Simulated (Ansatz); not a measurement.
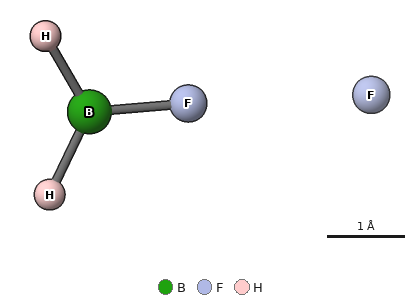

Figure 1. The input geometry (ball-and-stick view, seen at a tilt). Bond lengths as drawn: B–F 1.32 Å and B–H 1.21 Å.

**Phonon calculation, with input and output: BH2F2**

BH2F2, multiplicity 2, computed with UKS B3LYP-D4/def2-SVP (Ansatz 0.2.0).

It belongs to a series of runs on one base structure; here: vibrations at the highest image of the band.

The program's output:
```
Engine: ansatz 0.2.0, aarch64-unknown-linux-gnu
Functional definition: B3LYP
  parameter a0 = 0.2
  parameter ax = 0.72
  parameter ac = 0.81
  exchange = (1 - a0 - ax)*slater_x + ax*b88_x + a0*exact_x
  correlation = (1 - ac)*vwn_rpa_c + ac*lyp_c
548 factors; integrals over basis functions are off by at most 5.9e-4 eV
mean field evaluation 1: about -6125.4948 eV, gradient 3.6e1 eV
mean field evaluation 2: about -5766.3975 eV, gradient 1.3e2 eV
mean field evaluation 4: about -6134.0728 eV, gradient 2.0e1 eV
mean field evaluation 8: about -6135.3717 eV, gradient 1.9e0 eV
mean field evaluation 16: about -6135.4001 eV, gradient 2.1e-1 eV
mean field evaluation 32: about -6135.4743 eV, gradient 8.3e-6 eV
mean field -6135.47425452 eV, -225.4745200799 hartree, gradient 2.1e-7 eV, S^2 0.750996; 4 other end points of the search recorded, 0 dependent functions left out
the calculation of the forces begins
reference -6135.47442828 eV, -225.4745264655 hartree; 13, 12 occupied and 39, 40 virtual orbitals, 548 factors
these checks for a lower state are left out or cut short: stability, starts, cluster_reference, orbital_swaps, neighbouring_geometries, increment
548 factors; integrals over basis functions are off by at most 5.9e-4 eV
mean field -6135.47414022 eV, -225.4745158793 hartree, gradient 1.9e-6 eV, S^2 0.750996; 0 other end points of the search recorded, 0 dependent functions left out
[... from here on the field's lines of each further geometry are left out, up to the last ...]
the calculation of the forces begins
reference -6135.47444352 eV, -225.4745270255 hartree; 13, 12 occupied and 39, 40 virtual orbitals, 548 factors
these checks for a lower state are left out or cut short: stability, starts, cluster_reference, orbital_swaps, neighbouring_geometries, increment
548 factors; integrals over basis functions are off by at most 5.9e-4 eV
mean field -6135.47423643 eV, -225.4745194150 hartree, gradient 1.4e-6 eV, S^2 0.750997; 0 other end points of the search recorded, 0 dependent functions left out
the calculation of the forces begins
reference -6135.47441017 eV, -225.4745257998 hartree; 13, 12 occupied and 39, 40 virtual orbitals, 548 factors
WARN: phonons: modes at or below zero, which the zero-point energy, F, S and C_V leave out: 2, the lowest at -70.28 cm⁻¹. A minimum has none, and a first-order saddle one
Total energy: -6135.52004931 eV, -225.4762030074 hartree
Atom 0 at    -0.007898    -0.000211    -0.116276 Å, force     0.009729     0.001082     0.020161 eV/Å
Atom 1 at    -0.026670    -0.003336     1.205053 Å, force    -0.013271    -0.000546     0.002205 eV/Å
Atom 2 at     1.069190     0.001275    -0.659128 Å, force     0.000539    -0.000295    -0.012883 eV/Å
Atom 3 at    -1.068839     0.001130    -0.690360 Å, force     0.000242    -0.000330    -0.006122 eV/Å
Atom 4 at     0.034217     0.001142     3.650710 Å, force     0.002762     0.000089    -0.003361 eV/Å
Dipole moment:     0.001011     0.000239    -0.158718 e Å
Vibrations: -70.28 -44.42 102.52 1030.20 1101.09 1176.77 1356.02 2574.72 2689.63 cm⁻¹, zero-point energy 0.621839 eV
```

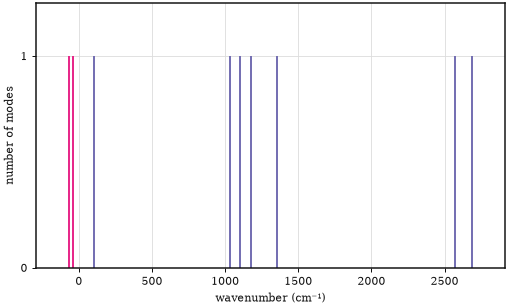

Figure 2. Harmonic vibrational wavenumbers from the force constants; neighbouring modes closer than 13 cm⁻¹ are counted in one stick, and imaginary ones are drawn at negative wavenumbers. 9 modes from 70i to 2690 cm⁻¹, 2 imaginary beyond 8i (70i, 41i cm⁻¹): not a minimum.

The run was set up as follows.

Input file:
```yaml
crystal:
  periodic: [false, false, false]
  atoms:
    - { symbol: B, position_ang: [-0.007898, -0.000211, -0.116276] }
    - { symbol: F, position_ang: [-0.02667, -0.003336, 1.205053] }
    - { symbol: H, position_ang: [1.06919, 0.001275, -0.659128] }
    - { symbol: H, position_ang: [-1.068839, 0.00113, -0.69036] }
    - { symbol: F, position_ang: [0.034217, 0.001142, 3.65071] }
magnetization:
  spin_polarized: true
  initial_magnetization: 1
basis:
  gaussian: { orbitals: def2-SVP }
hamiltonian:
  xc: b3lyp
  dispersion: d4
phonons: {}
```

Command:
```bash
ansatz run input.yaml --threads 1 --pin off --max-ram 2048MiB --backend cpu --events-out ev --progress --plain --runs-dir out
```

Key numbers:

| quantity | value |
| --- | --- |
| outcome | converged |
| total energy | −6135.5200 eV |
| mean-field energy | −6135.4744 eV |
| ⟨S²⟩ | 0.751 |
| largest force (length of the vector) | 0.022 eV/Å |
| hardware | 1 thread of Arm Neoverse V2, 24 GiB of memory available, shared host |
| wall time | 27 s |
| peak memory | 0.12 GiB |
